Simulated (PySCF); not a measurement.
Input

```
{"job": {"kind": "nmr", "xc": "PBE0", "basis": "pcSseg-1"}, "charge": 0, "multiplicity": 1}
C      0.894226    -1.521545     0.993141
C      1.112980    -0.362217     0.355127
O      0.148295     0.449360    -0.157444
C     -1.208774     0.065103    -0.020259
C     -2.055454     1.146012    -0.672185
B      2.571815     0.168141     0.144383
F      3.619906    -0.504330     0.581181
F      2.868592     1.293066    -0.465653
H     -0.081528    -1.937359     1.168823
H      1.732549    -2.083780     1.358765
H     -1.373282    -0.904025    -0.511089
H     -1.462074    -0.035045     1.044157
H     -3.109130     0.895823    -0.589458
H     -1.873156     2.099572    -0.184858
H     -1.789379     1.239211    -1.721235
```

Command:

```sh
OMP_NUM_THREADS=1 python probes_run.py task.json out
```

Geometry: GFN2-xTB.

Theory: PySCF, PBE0/pcSseg-1, SCF density, gas phase, non-relativistic.

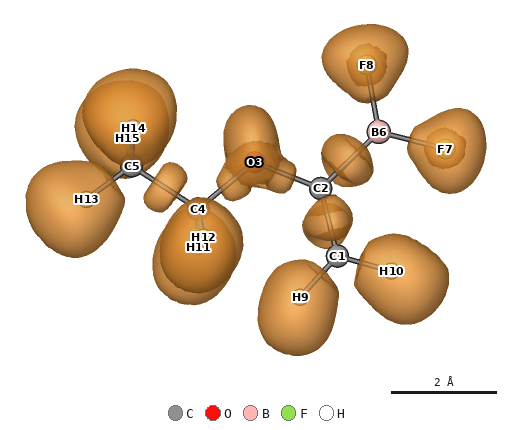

C4H7BF2O. Isosurface of the electron localisation function at 0.75 (orange), seen across its widest extent. Core shells and regions of very low density are left out.

### Where are the electrons localised?

At this value the surface marks out one region between bonded B–C atoms (shared pairs), two regions between bonded C–C atoms (shared pairs), seven regions around hydrogen nuclei, two regions on F in which the atom's valence shell and bonds are merged and one region on O in which the atom's valence shell and bonds are merged. Along the contacts the grid gives the following. B–F (1.31 Å): the ELF peaks at about 0.85 between the atoms (a shared but strongly polarised pair). C–C (1.34 Å): the ELF peaks at about 0.95 between the atoms: a short, multiple covalent bond.
